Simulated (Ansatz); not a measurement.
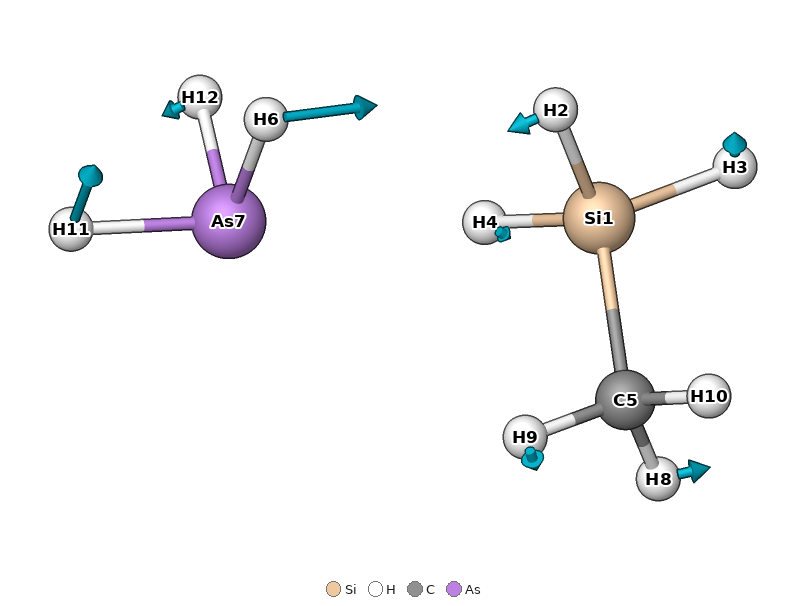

The arrows show one normal mode. Harmonic vibrations computed with RKS PBE0-D4/def2-TZVP (Ansatz 0.2.0) at a stationary point of the same level.

Q: At what wavenumber does it lie?

A: 66 cm⁻¹; it is mode 4 of 30 counted from the lowest.
